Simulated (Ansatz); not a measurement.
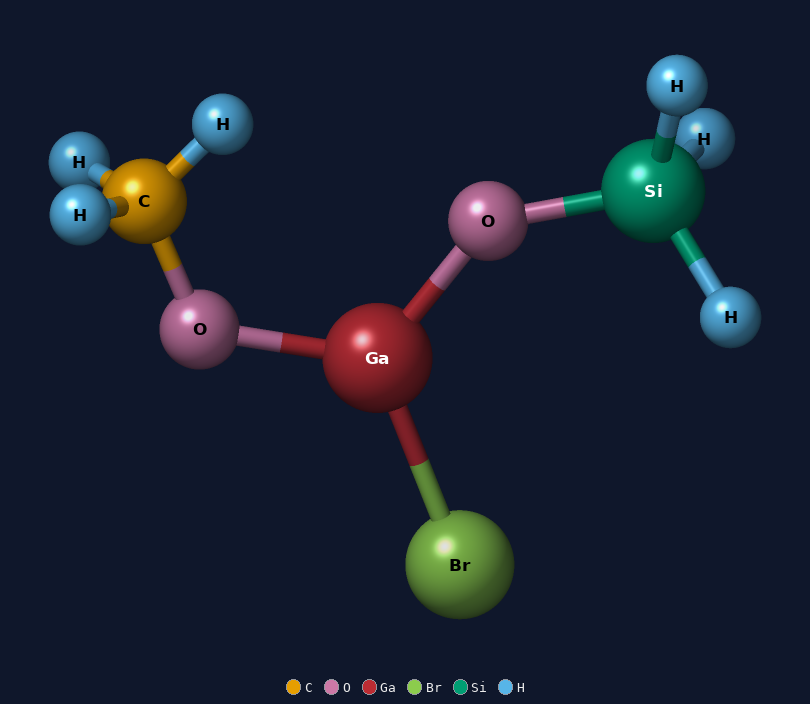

Rendered structure (ball-and-stick style). Every bond is drawn as one stick, whatever its order.

Computed geometry: PBE0-D4/def2-TZVP optimisation. No frequency run is at hand to confirm it as a minimum.

Question: Give the formula.

Answer: CH₆BrGaO₂Si, 12 atoms: 1 carbon, 6 hydrogen, 1 bromine, 1 gallium, 2 oxygen and 1 silicon.

Question: Count the bonded pairs by element.

Answer: 3 C–H, 3 Si–H, 2 Ga–O, 1 C–O, 1 Br–Ga, 1 O–Si.

Question: Name functional groups in it.

Answer: Among them: Si–H bond, Si–O bond.

More results for the same structure follow; atom numbers are the same in all pictures, views and colours differ.

**Symmetry**

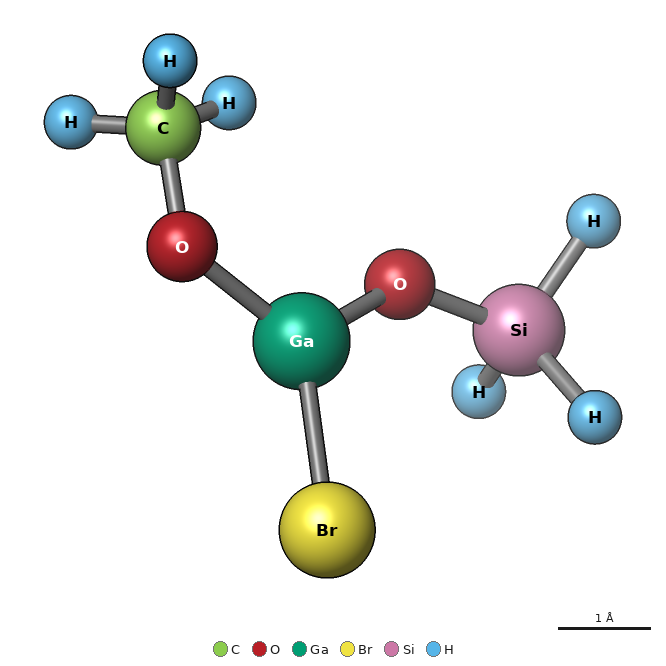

Atoms fade into the background with distance from the viewer. No frequency run is at hand to confirm it as a minimum. Masses are those of the most abundant isotopes; constants are for the rigid equilibrium geometry.

Question: Classify the rotor and give the rotational constants (cm⁻¹).

Answer: An asymmetric top (C1): A = 0.0432, B = 0.0332, C = 0.0190 cm⁻¹. Ray's parameter κ is 0.17, midway between the limits.

**Electronic properties**

No frequency run is at hand to confirm it as a minimum. Properties computed with RKS CAM-B3LYP-D4/def2-TZVPP (Ansatz 0.2.0).

Computed properties:

- HOMO energy (Kohn–Sham orbital): −9.74 eV
- LUMO energy (Kohn–Sham orbital): −0.46 eV
- HOMO–LUMO gap: 9.28 eV
- dispersion correction: −27.2 kJ/mol

**Dipole moment**

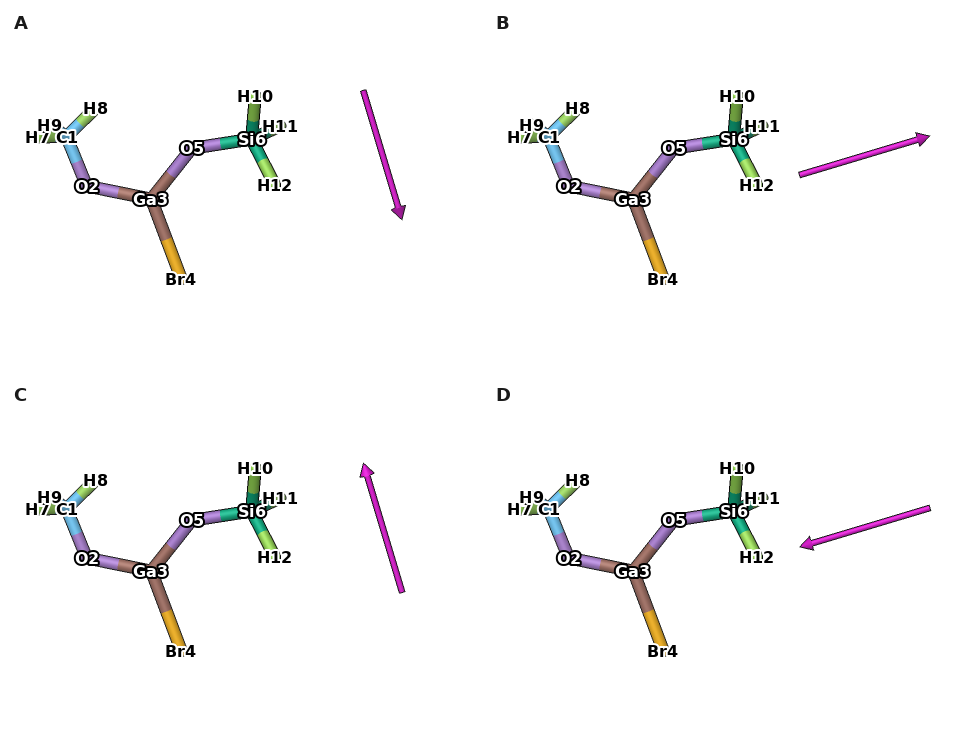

The same molecule four times, each with an arrow. No frequency run is at hand to confirm it as a minimum. Method: RKS PBE0-D4/def2-TZVP (Ansatz 0.2.0).

Question: Which arrow points along the dipole moment, from the negative to the positive end?

Answer: C. The dipole moment is 1.21 D; it points from the side of Br4 to the side of H8 (the outermost atoms at the two ends).

**Charges**

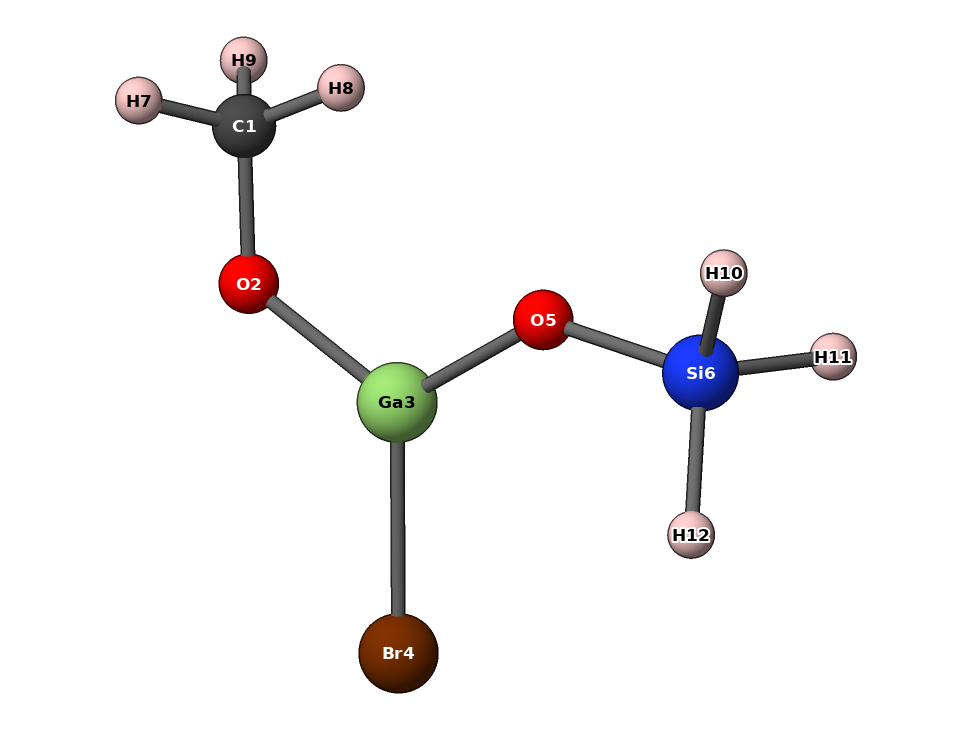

The questions are on Mulliken charges. No frequency run is at hand to confirm it as a minimum. Properties computed with RKS r2SCAN-D4/def2-TZVPP (Ansatz 0.2.0).

Question: Which atom carries the highest charge (most positive or least negative)?

Answer: Ga3 (0.65 e).

Question: And the lowest?

Answer: O5 (−0.44 e).

Give the Mulliken charges atom by atom.

```
atom  value (e)
  C1       0.02
  O2      −0.37
 Ga3       0.65
 Br4      −0.22
  O5      −0.44
 Si6       0.43
  H7       0.06
  H8       0.06
  H9       0.06
 H10      −0.08
 H11      −0.08
 H12      −0.07
```

Mulliken values depend strongly on the basis set and can even reverse the polarity of a bond.
